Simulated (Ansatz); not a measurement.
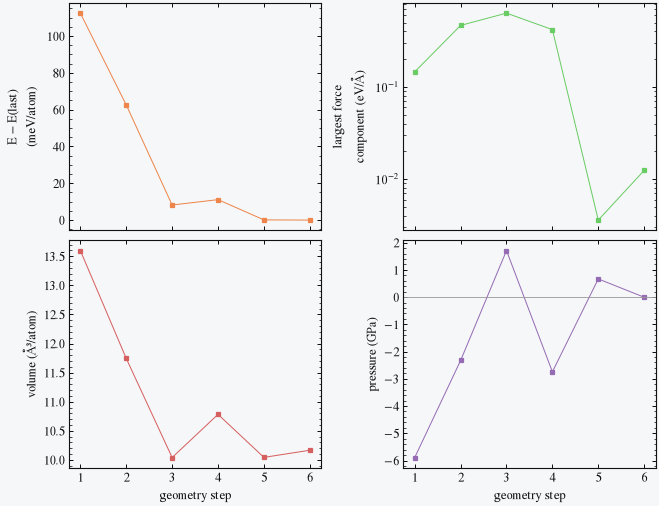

History of a geometry optimisation. Atoms and cell relax. A closing SCF on a freshly chosen basis isn't drawn.

System: TiMnH6 (Fm-3m, 8 atoms in the cell).
Method: DFT PBE, scalar-relativistic, plane waves, PAW (Ansatz 0.2.0); cutoff 420 eV, 4×4×4 k-mesh, Gaussian smearing of 0.1 eV, collinear spins.

> How did the optimisation end?

The optimisation met its thresholds at geometry 6, counting the start as the first. The energy fell by about 110 meV/atom from the first step to the last. Step 4 went uphill and was rejected by the line search. The largest force component goes from about 0.15 eV/Å at the start to 0.012 eV/Å at the end, with a peak of 0.63 eV/Å at step 3.

> Was the starting cell too large or too small?

The volume shrinks from 13.6 to 10.2 Å³ per atom (−25 %), as the pressure goes from −5.9 GPa to about 0 GPa. The start was expanded.
